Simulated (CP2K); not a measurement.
**CH3Cl3Si (methyltrichlorosilane): revPBE-D3(BJ)/TZV2P-MOLOPT-PBE-GTH (core potential)**

What is the energy change on altering one bond length of CH3Cl3Si (methyltrichlorosilane) at revPBE-D3(BJ)/TZV2P-MOLOPT-PBE-GTH (core potential)? 

Program for the calculation: CP2K 2026.2.

**1. The structure to begin with**

The species is CH3Cl3Si (8 atoms), meant as a singlet with charge 0. As SMILES, `C[Si](Cl)(Cl)Cl`. The shape is that of a PBE0-D4/def2-TZVP optimisation.

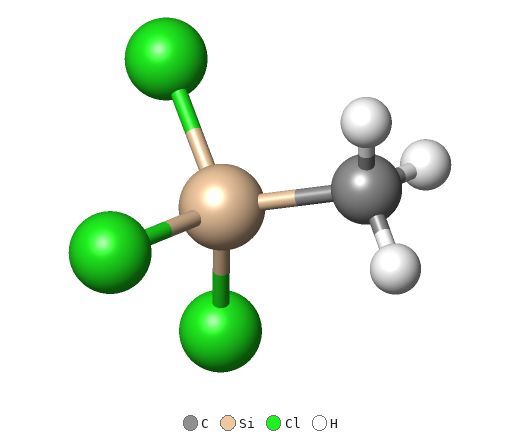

The structure, seen from a chosen angle (carbon grey, silicon light orange, chlorine green, hydrogen white).

**2. A single-point energy at revPBE-D3(BJ)/TZV2P-MOLOPT-PBE-GTH (core potential)**

molecule.xyz

```xyz
8

C     -0.728900    -0.279600     0.686100
Si     0.568900     0.197900    -0.528700
Cl     2.360400    -0.640000    -0.033600
Cl     0.065900    -0.429500    -2.402200
Cl     0.801200     2.223000    -0.573800
H     -0.844500    -1.365200     0.700800
H     -0.448300     0.061100     1.684800
H     -1.682600     0.175200     0.410800
```

gas.inp

```
&GLOBAL
   PROJECT gas
   RUN_TYPE ENERGY
   PRINT_LEVEL MEDIUM
&END GLOBAL
&FORCE_EVAL
   METHOD Quickstep
   &DFT
      BASIS_SET_FILE_NAME BASIS_MOLOPT_UZH
      POTENTIAL_FILE_NAME POTENTIAL_UZH
      &QS
         METHOD GPW
         EPS_DEFAULT 1.0E-10
      &END QS
      &MGRID
         CUTOFF 400
         REL_CUTOFF 50
         NGRIDS 4
      &END MGRID
      &POISSON
         PERIODIC NONE
         POISSON_SOLVER MULTIPOLE
      &END POISSON
      # SCF settings
      &SCF
         SCF_GUESS ATOMIC
         EPS_SCF 1.0E-06
         MAX_SCF 150
         ADDED_MOS 5
         &DIAGONALIZATION
            ALGORITHM STANDARD
         &END DIAGONALIZATION
         &MIXING
            METHOD DIRECT_P_MIXING
            ALPHA 0.4
         &END MIXING
      &END SCF
      &XC
         &XC_FUNCTIONAL
            &PBE
               PARAMETRIZATION REVPBE
            &END PBE
         &END XC_FUNCTIONAL
         &VDW_POTENTIAL
            POTENTIAL_TYPE PAIR_POTENTIAL
            &PAIR_POTENTIAL
               TYPE DFTD3(BJ)
               PARAMETER_FILE_NAME dftd3.dat
               REFERENCE_FUNCTIONAL revPBE
               R_CUTOFF 15
            &END PAIR_POTENTIAL
         &END VDW_POTENTIAL
      &END XC
      &PRINT
         &MOMENTS
            PERIODIC F
            REFERENCE COM
            MAX_MOMENT 1
         &END MOMENTS
         &MO ON
            ENERGIES T
            OCCUPATION_NUMBERS T
            NDIGITS 6
            &EACH
               QS_SCF 0
            &END EACH
            ADD_LAST NUMERIC
         &END MO
         &HIRSHFELD OFF
         &END HIRSHFELD
      &END PRINT
   &END DFT
   # structure
   &SUBSYS
      # box in angstrom
      &CELL
         ABC 11 10.6 11.1
         PERIODIC NONE
      &END CELL
      &TOPOLOGY
         COORD_FILE_NAME molecule.xyz
         COORD_FILE_FORMAT XYZ
         &CENTER_COORDINATES
         &END CENTER_COORDINATES
      &END TOPOLOGY
      &KIND C
         BASIS_SET TZV2P-MOLOPT-PBE-GTH-q4
         POTENTIAL GTH-PBE-q4
      &END KIND
      &KIND Si
         BASIS_SET TZV2P-MOLOPT-PBE-GTH-q4
         POTENTIAL GTH-PBE-q4
      &END KIND
      &KIND Cl
         BASIS_SET TZV2P-MOLOPT-PBE-GTH-q7
         POTENTIAL GTH-PBE-q7
      &END KIND
      &KIND H
         BASIS_SET TZV2P-MOLOPT-PBE-GTH-q1
         POTENTIAL GTH-PBE-q1
      &END KIND
   &END SUBSYS
&END FORCE_EVAL
```

Command:

```
$ OMP_NUM_THREADS=1 cp2k.psmp gas.inp > gas.out
```

Standard output:

```text
CP2K| version string:                                       CP2K version 2026.2
[...]
 GLOBAL| Method name                                                        CP2K
[...]
 GLOBAL| Run type                                                         ENERGY
[...]
 DFT| Spin restricted Kohn-Sham (RKS) calculation                            RKS
 DFT| Multiplicity                                                             1
[...]
 DFT| Charge                                                                   0
[...]
 FUNCTIONAL| PBE:
[...]
 QS| Method:                                                                 GPW
[...]
 QS| Density cutoff [a.u.]:                                                200.0
[...]
 QS| Relative density cutoff [a.u.]:                                        25.0
[...]
                             - Atoms:                                          8
[...]
                             - Spherical basis functions:                    187
[...]
 Number of electrons:                                                         32
[...]
     1 P_Mix/Diag. 0.40E+00    1.8     0.81728354       -56.3804004810 -5.64E+01
[...]
    13 DIIS/Diag.  0.10E-05    1.9     0.00000054       -56.5997137396 -2.85E-11
  *** SCF run converged in    13 steps ***
[...]
  Overlap energy of the core charge distribution:               0.00000092248684
  Self energy of the core charge distribution:               -128.91405278674725
  Core Hamiltonian energy:                                     31.19749225924394
  Hartree energy:                                              54.06438422367965
  Exchange-correlation energy:                                -12.92396264933941
  Dispersion energy:                                           -0.02357570890874
  Total energy:                                               -56.59971373958497
[...]
                     Mulliken Population Analysis
 #  Atom  Element  Kind  Atomic population                           Net charge
       1     C        1          4.085026                             -0.085026
       2     Si       2          3.216583                              0.783417
       3     Cl       3          7.258811                             -0.258811
       4     Cl       3          7.258630                             -0.258630
       5     Cl       3          7.257696                             -0.257696
       6     H        4          0.974527                              0.025473
       7     H        4          0.974518                              0.025482
       8     H        4          0.974208                              0.025792
 # Total charge                             32.000000                  0.000000
[...]
  Dipole moment [Debye]
    X= -0.1405083E+01 Y= -0.5071343E+00 Z=  0.1311523E+01  Total=      1.9878473
 ENERGY| Total FORCE_EVAL ( QS ) energy [hartree]            -56.599713739584971
[...]
```

It took 27 s on 1 thread of Arm Neoverse V1, shared host; peak memory 0.95 GiB.

**3. The distorted shape**

molecule.inp

```
&GLOBAL
 PROJECT_NAME molecule
 RUN_TYPE ENERGY
 PRINT_LEVEL MEDIUM
&END GLOBAL

&FORCE_EVAL
 METHOD QUICKSTEP
 &DFT
  BASIS_SET_FILE_NAME BASIS_MOLOPT_UZH
  POTENTIAL_FILE_NAME POTENTIAL_UZH
  CHARGE 0
  MULTIPLICITY 1
  &QS
   METHOD GPW
   EPS_DEFAULT 1.0E-10
  &END QS
  &MGRID
   CUTOFF 400
   REL_CUTOFF 50
   NGRIDS 4
  &END MGRID
  &POISSON
   PERIODIC NONE
   POISSON_SOLVER MULTIPOLE
  &END POISSON
  &SCF
   SCF_GUESS ATOMIC
   EPS_SCF 1.0E-06
   MAX_SCF 100
   ADDED_MOS 10
   &DIAGONALIZATION
    ALGORITHM STANDARD
   &END DIAGONALIZATION
   &MIXING
    METHOD PULAY_MIXING
    ALPHA 0.2
    NBUFFER 4
   &END MIXING
  &END SCF
  &XC
   &XC_FUNCTIONAL
    &PBE
     PARAMETRIZATION REVPBE
    &END PBE
   &END XC_FUNCTIONAL
   &VDW_POTENTIAL
    POTENTIAL_TYPE PAIR_POTENTIAL
    &PAIR_POTENTIAL
     TYPE DFTD3(BJ)
     PARAMETER_FILE_NAME dftd3.dat
     REFERENCE_FUNCTIONAL revPBE
     R_CUTOFF 15
    &END PAIR_POTENTIAL
   &END VDW_POTENTIAL
  &END XC
  &PRINT
   &MOMENTS
    PERIODIC F
    REFERENCE COM
    MAX_MOMENT 1
   &END MOMENTS
   &MO ON
    ENERGIES T
    OCCUPATION_NUMBERS T
    NDIGITS 6
    &EACH
     QS_SCF 0
    &END EACH
    ADD_LAST NUMERIC
   &END MO
   &HIRSHFELD OFF
   &END HIRSHFELD
  &END PRINT
 &END DFT
 &SUBSYS
  &CELL
   ABC [angstrom] 11 10.6 12.6
   PERIODIC NONE
  &END CELL
  &COORD
   C     -0.326503     0.222316     2.184889
   Si     0.971297     0.699816     0.970089
   Cl     2.762797    -0.138084     1.465189
   Cl     0.065900    -0.429500    -2.402200
   Cl     1.203597     2.724916     0.924989
   H     -0.442103    -0.863284     2.199589
   H     -0.045903     0.563016     3.183589
   H     -1.280203     0.677116     1.909589
  &END COORD
  &TOPOLOGY
   &CENTER_COORDINATES
   &END CENTER_COORDINATES
  &END TOPOLOGY
  &KIND C
   BASIS_SET TZV2P-MOLOPT-PBE-GTH-q4
   POTENTIAL GTH-PBE-q4
  &END KIND
  &KIND Si
   BASIS_SET TZV2P-MOLOPT-PBE-GTH-q4
   POTENTIAL GTH-PBE-q4
  &END KIND
  &KIND Cl
   BASIS_SET TZV2P-MOLOPT-PBE-GTH-q7
   POTENTIAL GTH-PBE-q7
  &END KIND
  &KIND H
   BASIS_SET TZV2P-MOLOPT-PBE-GTH-q1
   POTENTIAL GTH-PBE-q1
  &END KIND
 &END SUBSYS
&END FORCE_EVAL
```

Command:

```
$ OMP_NUM_THREADS=1 cp2k.psmp molecule.inp > molecule.out
```

Standard output, cut to the lines that bear on the results:

```text
CP2K| version string:                                       CP2K version 2026.2
[...]
 GLOBAL| Method name                                                        CP2K
[...]
 GLOBAL| Run type                                                         ENERGY
[...]
 DFT| Spin restricted Kohn-Sham (RKS) calculation                            RKS
 DFT| Multiplicity                                                             1
[...]
 DFT| Charge                                                                   0
[...]
 FUNCTIONAL| PBE:
[...]
 QS| Method:                                                                 GPW
[...]
 QS| Density cutoff [a.u.]:                                                200.0
[...]
 QS| Relative density cutoff [a.u.]:                                        25.0
[...]
                             - Atoms:                                          8
[...]
                             - Spherical basis functions:                    187
[...]
 Number of electrons:                                                         32
[...]
     1 NoMix/Diag. 0.20E+00    2.1     0.81806292       -56.1945648367 -5.62E+01
[...]
    33 Pulay/Diag. 0.20E+00    2.2     0.00000060       -56.4663065452 -1.63E-06
  *** SCF run converged in    33 steps ***
[...]
  Overlap energy of the core charge distribution:               0.00000092139546
  Self energy of the core charge distribution:               -128.91405278674725
  Core Hamiltonian energy:                                     30.89551196049302
  Hartree energy:                                              54.33235377583456
  Exchange-correlation energy:                                -12.75999509142186
  Dispersion energy:                                           -0.02012532480184
  Total energy:                                               -56.46630654524790
[...]
                     Mulliken Population Analysis
 #  Atom  Element  Kind  Atomic population                           Net charge
       1     C        1          4.063347                             -0.063347
       2     Si       2          3.295725                              0.704275
       3     Cl       3          7.172020                             -0.172020
[...]
  Dipole moment [Debye]
    X=  0.2424025E+00 Y=  0.1541823E+01 Z=  0.7338981E+01  Total=      7.5031070
 ENERGY| Total FORCE_EVAL ( QS ) energy [hartree]            -56.466306545247896
[...]
```

It took 77 s on 1 thread of Arm Neoverse V1, shared host; peak memory 1.5 GiB.

**4. Summary of results**

Level: revPBE-D3(BJ)/TZV2P-MOLOPT-PBE-GTH (core potential).

```
                                                           quantity          value
                                          first shape: total energy   -56.59971 Eh
                                         first shape: dipole moment         1.99 D
                                           first shape: HOMO energy       -7.70 eV
                                           first shape: LUMO energy       -0.81 eV
                                         first shape: HOMO–LUMO gap        6.89 eV
                                     first shape: dispersion energy  -61.90 kJ/mol
                                      distorted shape: total energy   -56.46631 Eh
                                     distorted shape: dipole moment         7.50 D
                                       distorted shape: HOMO energy       -5.77 eV
                                       distorted shape: LUMO energy       -5.30 eV
                                     distorted shape: HOMO–LUMO gap        0.47 eV
                                 distorted shape: dispersion energy  -52.84 kJ/mol
energy change with the Si2–Cl4 bond stretched from 2.039 to 3.670 Å       3.630 eV
```

In words: One bond (distorted shape) is far stretched, which a spin-restricted single reference describes badly; a broken-symmetry solution may lie lower. With the Si2–Cl4 bond stretched from 2.039 to 3.670 Å the energy rises by 3.63 eV (350 kJ/mol). The first shape isn't relaxed at this level, so the change isn't measured from a minimum. A restricted reference can't describe the breaking bond well at this length.
